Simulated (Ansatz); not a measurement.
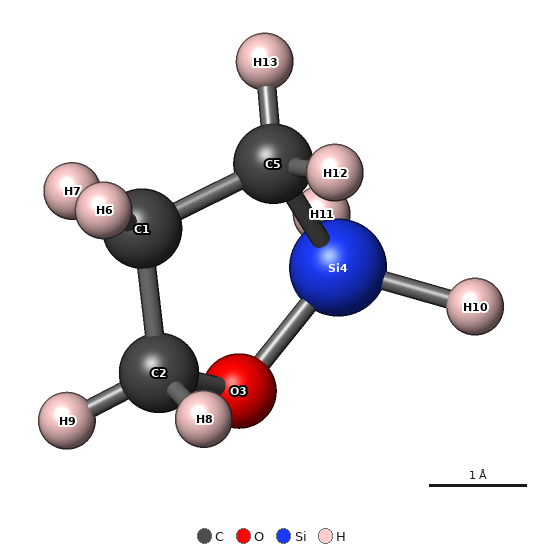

**Figure 1.** The input geometry (ball-and-stick view, seen at a tilt; atoms are numbered from 1 in the order of the input).

Single-point calculation of C₃H₈OSi

The run: single-point calculation of C₃H₈OSi. Method and program: RKS PBE0-D4/def2-TZVPP (Ansatz 0.2.0).

The geometry comes from this level: PBE0-D4/def2-TZVP.

Output
```
Functional definition: PBE0
  name "PBE0"
  cite "Adamo & Barone, J. Chem. Phys. 110, 6158 (1999) doi:10.1063/1.478522"
  cite "Perdew, Burke & Ernzerhof, Phys. Rev. Lett. 77, 3865 (1996) doi:10.1103/PhysRevLett.77.3865"
  parent pbe
  parameter a = 0.25
  parameter kappa = 0.804
  parameter beta = 0.06672455060314922
  exchange = (1 - a)*pbe_x(kappa = kappa, mu = beta*pi^2/3) + a*exact_x
  correlation = pbe_c(beta = beta)
1454 factors; their error is unknown
mean field evaluation 1: about -13150.7095 eV, gradient 6.6e1 eV
mean field evaluation 2: about -13141.6166 eV, gradient 9.2e1 eV
mean field evaluation 4: about -13159.9422 eV, gradient 6.1e0 eV
mean field evaluation 8: about -13160.0060 eV, gradient 5.9e-2 eV
mean field evaluation 16: about -13160.0095 eV, gradient 6.0e-5 eV
mean field -13160.00947705 eV, -483.6214281069 hartree, gradient 6.0e-5 eV, S^2 0.000000; 0 other end points of the search recorded, 0 dependent functions left out
reference -13160.00951130 eV, -483.6214293654 hartree; 24, 24 occupied and 254, 254 virtual orbitals, 1454 factors
Total energy: -13160.24779466 eV, -483.6301861174 hartree
```

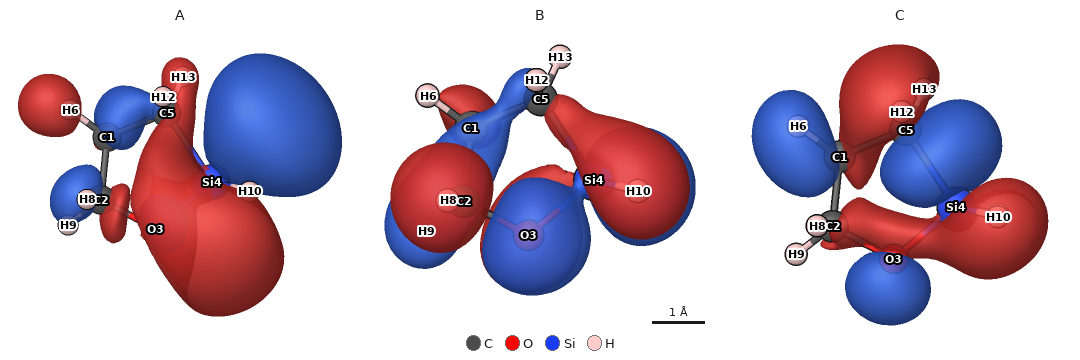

**Figure 2.** Three frontier orbitals at ±0.06 Å⁻³ᐟ² (blue and red are the two phases). C is the HOMO−1 (−8.53 eV). Its weight (Hirshfeld) is mainly on C5 (35 %), Si4 (25 %) and O3 (10 %). B is the HOMO (−7.82 eV). By Hirshfeld shares it lies mainly on O3 (45 %), Si4 (10 %), C2 (10 %) and H11 (10 %). A is the LUMO (0.56 eV). It lies mainly on Si4 (55 %) and H10 (10 %). The HOMO–LUMO gap is 8.38 eV between the orbital energies.

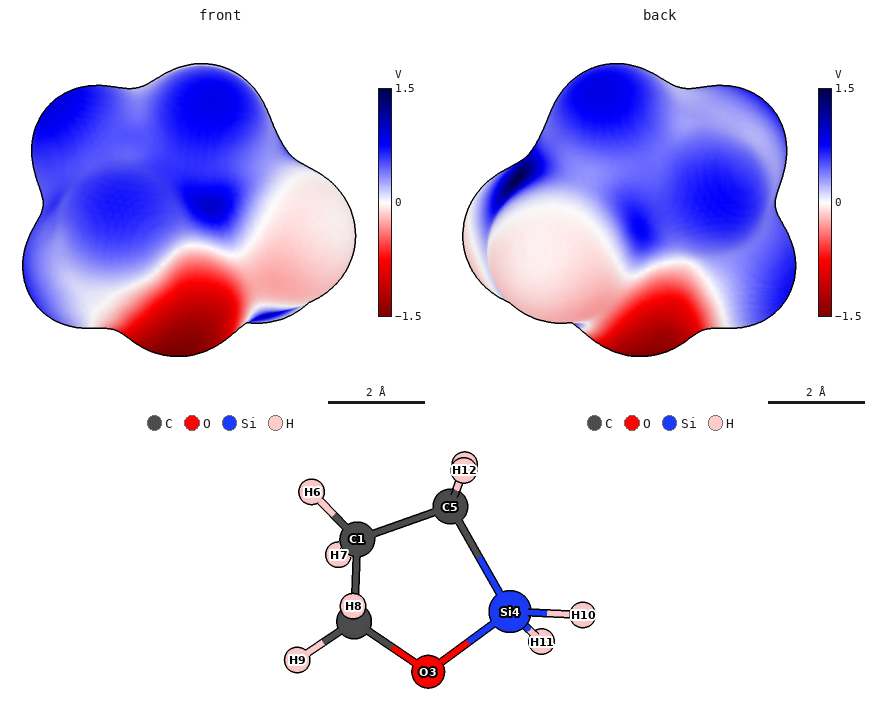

**Figure 3.** The electrostatic potential painted on the density surface at 0.002 e/bohr³, seen at a tilt and from behind; the colour scale runs from red (negative) to blue (positive). The bare structure is drawn below in the same view. A positive charge is drawn to the negative regions and a negative charge to the positive ones.

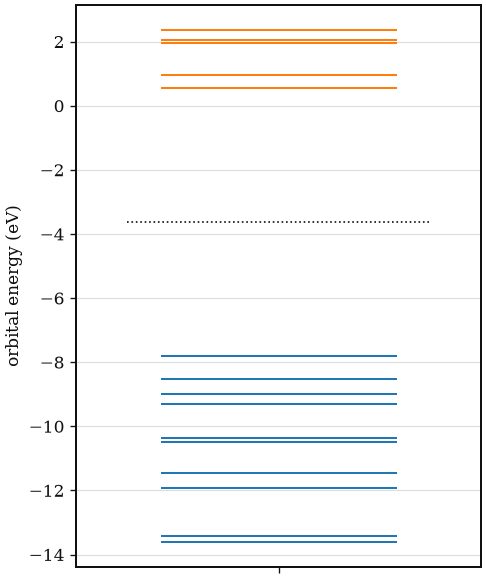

**Figure 4.** Orbital energies near the frontier; the dotted line parts filled from empty levels, and levels within 0.02 eV of each other stand side by side. Highest filled −7.82 eV, lowest empty 0.56 eV, 8.38 eV apart.

This output came from the following input.

Input file
```yaml
crystal:
  periodic: [false, false, false]
  atoms:
    - {symbol: C, position_ang: [-0.915006, 0.333414, 0.568606]}
    - {symbol: C, position_ang: [-0.001635, -0.713472, 1.201553]}
    - {symbol: O, position_ang: [0.706197, -1.390499, 0.170424]}
    - {symbol: Si, position_ang: [0.884924, -0.445405, -1.181654]}
    - {symbol: C, position_ang: [-0.132970, 1.010196, -0.567980]}
    - {symbol: H, position_ang: [-1.269293, 1.045923, 1.318683]}
    - {symbol: H, position_ang: [-1.794628, -0.170720, 0.156100]}
    - {symbol: H, position_ang: [0.716458, -0.237172, 1.882308]}
    - {symbol: H, position_ang: [-0.566676, -1.453431, 1.773786]}
    - {symbol: H, position_ang: [2.315908, -0.132966, -1.442391]}
    - {symbol: H, position_ang: [0.334261, -1.141021, -2.375591]}
    - {symbol: H, position_ang: [0.528810, 1.790009, -0.178938]}
    - {symbol: H, position_ang: [-0.785849, 1.470646, -1.310106]}
basis:
  gaussian: {orbitals: def2-TZVPP}
hamiltonian: {xc: pbe0, dispersion: d4}
output: {orbitals: {seedname: orbitals}}
```

Command:
```bash
ansatz run in.yaml --threads 4 --pin off --events-out ev --progress --plain --max-ram 10444MiB
```

Summary

| quantity | value |
| --- | --- |
| outcome | converged |
| total energy | −13160.2478 eV |
| mean-field energy | −13160.0095 eV |
| dispersion energy | −0.2383 eV |
| SCF solution under orbital rotations | stable |
| HOMO | −7.82 eV |
| LUMO | 0.56 eV |
| hardware | 4 threads of Arm Neoverse V1, 23 GiB of memory available, shared host |
| wall time | 3.6 s (CPU time 13 s) |
| peak memory | 0.71 GiB |
